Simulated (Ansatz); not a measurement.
# Ir wire along [110], 14 atoms a period: bands along the axis, part 2 of 2

What gap, if any, does the Ir wire along [110], 14 atoms a period have, and how many channels would it open?

Ansatz 0.2.0; DFT PBE, plane waves, PAW; relaxation of a wire's period; PAW set soft_1 (the session's first sound run).

So far: The structure; The relaxed wire.

**2. The relaxed wire (continued)**

Relaxation path:

```tsv
step	energy less that of the first step (eV)	largest force component (eV/Å)	pressure (GPa)	volume (Å³)
1	0.0000	1.7526	-6.41	597.23
2	-0.7355	1.0396	3.99	573.23
3	-1.0385	0.0979	0.13	580.63
4	-1.0415	0.0959	-0.11	582.08
5	-1.0433	0.0140	-0.05	581.70
6*	-1.0402	0.0138	-0.04	581.70
```

Relaxation steps marked * repeat the geometry before them on a plane-wave basis chosen anew for their cell, so energy and pressure can jump there.

The run keeps the 8 symmetry operations that it works with, so distortions that break them were not tested.

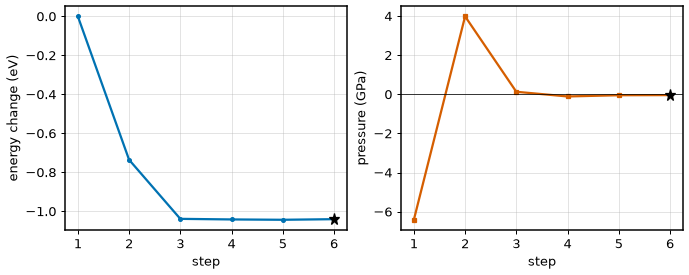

Energy and pressure along the relaxation. Stars mark steps on a basis chosen anew.

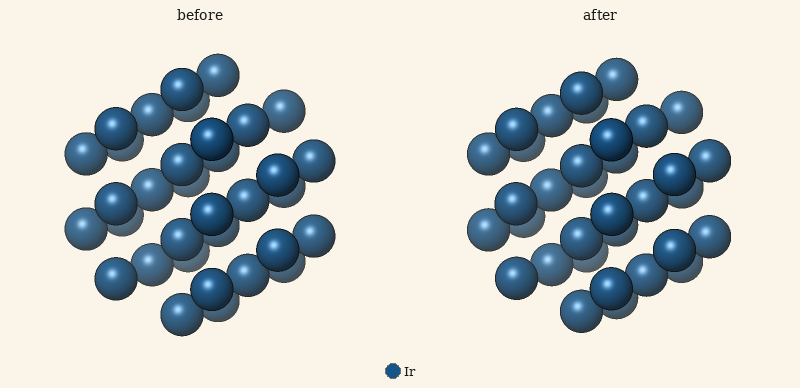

Before and after, at one scale.

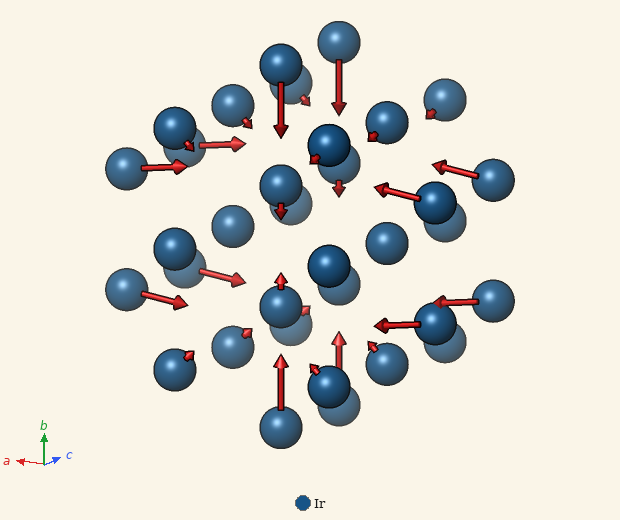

Displacements in the relaxation, exaggerated, measured against the changing cell; the longest in the cell stands for 0.13 Å. 1×1×2 cells are drawn. Some periodic images of atoms are drawn too.

```tsv
cell as run	before	after	change
c (Å)	2.737	2.665	-2.6 %
```

The atoms that moved most (Å, along periodic axes as changes of fractional coordinates times the final cell, across vacuum about the mean position):

```tsv
atom	dx	dy	dz	length
Ir7	0.000	0.127	0.000	0.127
Ir10	0.000	-0.127	0.000	0.127
Ir6	0.115	0.016	0.000	0.116
Ir12	-0.115	0.016	0.000	0.116
Ir5	0.115	-0.016	0.000	0.116
Ir11	-0.115	-0.016	0.000	0.116
Ir8	0.000	0.040	0.000	0.040
Ir9	0.000	-0.040	0.000	0.040
```

Numbers from this step:

```yaml
energy_at_zero_smearing: -167101.3522 eV
cell_length_along_the_wire: 2.665 Å
```

The cell's length comes to 2.665 Å with spin left out.

**3. The wire at its relaxed period**

This step: DFT PBE, plane waves, PAW; bands of a perfect wire; PAW set soft_1 (Ansatz 0.2.0).

At the relaxed period the bands are computed along the axis; those that cross an energy going forward count the channels that a perfect wire would open there.

File input.yaml:

```yaml
crystal:
  lattice:
    - [14.54, 0.0, 0.0]
    - [0.0, 15.01, 0.0]
    - [0.0, 0.0, 2.6653714498]
  atoms:
    - { symbol: Ir, position: [0.368373495, 0.319075781, 0.0] }
    - { symbol: Ir, position: [0.366868356, 0.499983669, 0.0] }
    - { symbol: Ir, position: [0.631626505, 0.319075781, 0.0] }
    - { symbol: Ir, position: [0.633131644, 0.499983669, 0.0] }
    - { symbol: Ir, position: [0.241747586, 0.407790157, 0.5] }
    - { symbol: Ir, position: [0.241747586, 0.59217718, 0.5] }
    - { symbol: Ir, position: [0.5, 0.235003421, 0.5] }
    - { symbol: Ir, position: [0.5, 0.411484726, 0.5] }
    - { symbol: Ir, position: [0.5, 0.588482612, 0.5] }
    - { symbol: Ir, position: [0.5, 0.764963916, 0.5] }
    - { symbol: Ir, position: [0.758252414, 0.407790157, 0.5] }
    - { symbol: Ir, position: [0.758252414, 0.59217718, 0.5] }
    - { symbol: Ir, position: [0.368373495, 0.680891557, 0.0] }
    - { symbol: Ir, position: [0.631626505, 0.680891557, 0.0] }
kpoints:
  mp_grid: { grid: [1, 1, 31] }
  band_path: { path: ["Γ", Z], npoints: 90 }
scf:
  occupations: { method: fermi_dirac, width: 0.05 }
hamiltonian:
  xc: pbe
  pseudopotentials: { kind: paw, azcp: { folder: soft_1 } }
output:
  dos: { e_range: [-5, 4] }
  write_potential: true
  write_density: true
  volumetric_format: npy
```

On the command line:

```
> ansatz run input.yaml --threads 4 --pin off --max-ram 16384MiB --backend cpu --events-out ev --progress --plain --runs-dir out
```

Numbers of over 12 decimals in the logs are rounded to 6 here.

The program printed:

```text
[...]
Crystal: 14 atoms, lattice volume = 581.705 Å³
Basis set: ecut = 420 eV, 11439 PW (Γ)
Bands: 143, of which v1, the nominal top of the filled ones, is band 119 counted from 1 (118 counted from 0)
Symmetry: 8 space group operations
[...]
k-points: 16 of 31
[...]
SCF iter   1: F=—  HF=-167104.043281 eV  |F-HF|=—  |Δ(HF+E_count)|=         —  Δρ=3.12e-2  dr2=1.09e1  ethr=3.10e-3  ⟨swp⟩=8.2  Hψ=9765  notcnv=0  defer=17
[...]
SCF iter  11: F=-167101.436723 eV  HF=-167101.436723 eV  |F-HF|=4.26e-8  |Δ(HF+E_count)|=   1.50e-7  Δρ=2.26e-6  dr2=7.98e-8  ethr=4.20e-11  ⟨swp⟩=11.9  Hψ=8063  notcnv=0
SCF 1 converged in 11 iterations: F = -167101.436723 eV  dr2 = 7.98e-8
[...]
NSCF: frozen V_eff on 91 k-points
WARN: The output density's exchange-correlation potential varies sharply where the density is thin. Do not read a vacuum level from v_tot or v_xc, or from such a field of the output density. On a cell that repeats whose density bears no net charge and no dipole along the vacuum's axis use v_es (v_loc + v_h of the components); under efield.dipole_correction with no amplitude use v_es + v_field, which holds any externa [...]
SCF converged after 11 iterations
Free energy (F): -167101.436723 eV
[...]
Internal energy: -167101.244114 eV  (E = F + TS)
E sigma→0 (E₀):  -167101.340418 eV
Entropy (-TS):   -0.192609 eV (-13.758 meV/atom)
Fermi energy:    5.287925 eV
[...]
--- Band table (eV; the first three rows and the last of 16) ---
  k-point 0: bands = [... 115 lower, 4.6440, 4.6845, 5.0545, 5.0980, 5.1045, 5.1528, 5.3546, 5.4786, ... 20 higher]
  k-point 1: bands = [... 115 lower, 4.6239, 4.8605, 4.9686, 5.0378, 5.1247, 5.1518, 5.3085, 5.3400, ... 20 higher]
  k-point 2: bands = [... 115 lower, 4.6028, 4.7830, 4.8756, 4.8934, 5.1105, 5.2485, 5.2658, 5.3934, ... 20 higher]
  k-point 15: bands = [... 115 lower, 5.5575, 5.6911, 5.8210, 5.8921, 5.9656, 6.2443, 6.4243, 6.5887, ... 20 higher]
```

Elapsed: 2.7 min, on 4 threads of Arm Neoverse V1, shared host; peak memory 3.9 GiB; 11 min of CPU time.

Numbers from this step:

| Property | Result |
| --- | --- |
| energy at zero smearing | -167101.3404 eV |
| band gap | 0 eV |

The electronic bands at the labelled points (eV, zero at the Fermi level; # counts the bands kept):

```tsv
point	#56	#57	#58	#59	#60	#61	#62	#63
Γ	-0.19	-0.18	-0.14	0.07	0.19	0.20	0.23	0.29
Z	0.64	0.67	0.97	1.15	1.30	1.32	1.35	1.49
```

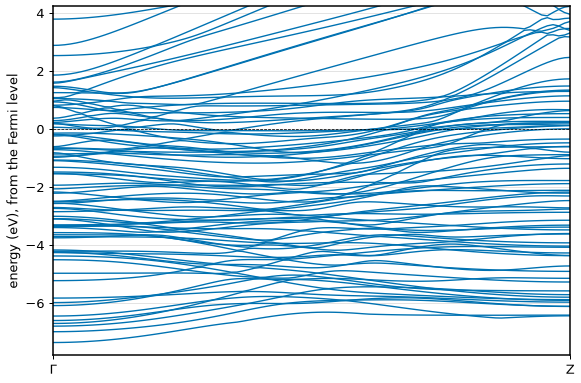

Electronic bands along the path.

Between Γ and Z the bands cross the Fermi level 20 times, so a perfect wire would conduct at least 20 G₀, with spin left out.

**4. Summary of results**

* cell length, PBE: 2.665 Å
* ballistic conductance by band crossings, a lower bound, PBE: 20 G₀

What this shows: Under PBE the cell's length is 2.67 Å, and the bands cross the Fermi level 20 times between Γ and Z, which gives a perfect wire at least 20 G₀ (opposite crossings within one step of the path cancel in such a count). No spin was allowed, though thin wires with open d shells can turn magnetic. Spin-orbit coupling is left out, which matters for the bands of heavy atoms.

[Logs are printed without paths, hosts, clocks, repeated set-up lines and the standing remarks that a program may print on its own settings, such as how far it seeks lower states.]

[Hosts, paths, dates, database ids (printed as entryN), source tags and the programs' standing remarks are cut or masked in the printed files.]
